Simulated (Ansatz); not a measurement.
**AlH2O: test of scalar relativity in Python**

Aim: a test of scalar relativity, for AlH2O, run from a script. SMILES: [OH][AlH].

All numbers are computed with Ansatz 0.2.0, driven from Python. The levels of theory stand in the script.

## (1) Starting point

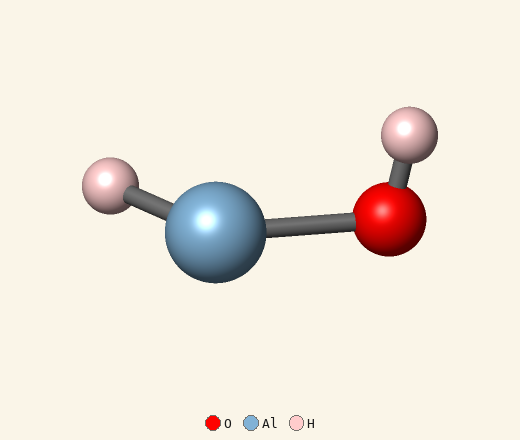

The structure that the script starts from, seen from a chosen angle (oxygen red, aluminium light blue, hydrogen pink).

No structure file is read: the coordinates are typed or built in the script.

## (2) The code

x2c_alh2o.py

```python
"""Scalar relativity in AlH2O."""

import warnings

import ansatz
import numpy as np

FUNCTIONAL = "pbe0"

GEOMETRY = """
O     0.02060   -0.77950    0.87960
Al    0.33670    0.80430   -0.05700
H     0.32440   -1.45450    0.29550
H    -0.62610    1.36950   -1.13830
"""

warnings.simplefilter("ignore", ansatz.DeckWarning)

alh2o = ansatz.Crystal.molecule()
for line in GEOMETRY.strip().splitlines():
    symbol, *xyz = line.split()
    alh2o = alh2o.atom(symbol, [float(v) for v in xyz])

calculation = (
    alh2o.calculation()
    .functional(FUNCTIONAL)
    .spin("collinear", total=1)
    .forces()
)
# a set contracted for a scalar-relativistic Hamiltonian goes with the relativistic run
sets = {"none": "cc-pVTZ", "scalar": "cc-pVTZ-DK"}
found = {kind: calculation.basis(gaussian=basis).pseudopotentials(relativity=kind).run().report for kind, basis in sets.items()}
for kind, each in found.items():
    dipole = 4.803205 * np.linalg.norm(each["charge_distribution"]["dipole_moment_e_ang"])
    print(f"{kind:7s} E = {each['free_energy_ev']:.4f} eV  dipole {dipole:.3f} D  largest force component {np.abs(each['forces_ev_ang']).max():.4f} eV/A")
print(f"relativity lowers the total energy by {found['none']['free_energy_ev'] - found['scalar']['free_energy_ev']:.3f} eV")
```

## (3) The calls as engine input

The engine receives this input (first run):

```yaml
crystal:
  periodic: [false, false, false]
  atoms:
    - { symbol: O, position_ang: [0.0206, -0.7795, 0.8796] }
    - { symbol: Al, position_ang: [0.3367, 0.8043, -0.057] }
    - { symbol: H, position_ang: [0.3244, -1.4545, 0.2955] }
    - { symbol: H, position_ang: [-0.6261, 1.3695, -1.1383] }
basis:
  gaussian:
    orbitals: cc-pVTZ
hamiltonian:
  xc: pbe0
  pseudopotentials:
    relativity: none
magnetization:
  spin_polarized: true
  initial_magnetization: 1.0
output:
  forces: true
```

## (4) The run

Started as:

```
> python x2c_alh2o.py
```

The program printed:

```text
none    E = -8671.7311 eV  dipole 1.581 D  largest force component 2.8629 eV/A
scalar  E = -8685.1160 eV  dipole 1.583 D  largest force component 2.8596 eV/A
relativity lowers the total energy by 13.385 eV
```

Wall time 4.8 s (1 thread of Arm Neoverse V1, shared host); peak memory 0.22 GiB.

## (5) What changed from run to run

The engine's inputs for the other runs:

Run 2, against run 1:

```diff
@@ -10 +10 @@
-    orbitals: cc-pVTZ
+    orbitals: cc-pVTZ-DK
@@ -14 +14 @@
-    relativity: none
+    relativity: scalar
```

## (6) The engine's runs

From the records of these 2 runs:

| run | basis | relativity | energy (eV) | <S²> | SCF cycles | CPU time (s) |
| --- | --- | --- | --- | --- | --- | --- |
| 1 | cc-pVTZ | none | -8671.7311 | 0.75 | 17 | 2.1 |
| 2 | cc-pVTZ-DK | scalar | -8685.1160 | 0.75 | 17 | 2.1 |

## (7) Results

```
                                 quantity      value
relativistic lowering of the total energy  13.385 eV
                            runs compared          2
```

What this shows: The total moves by -13.4 eV, nearly all in the cores, and the dipole stays at 1.58 D. The geometry is a force-field or estimated start, not a minimum of this method. The basis set changes with the Hamiltonian (a set recontracted for scalar relativity), and most of the change in the total lies in the cores. The species is open-shell (spin multiplicity 2).
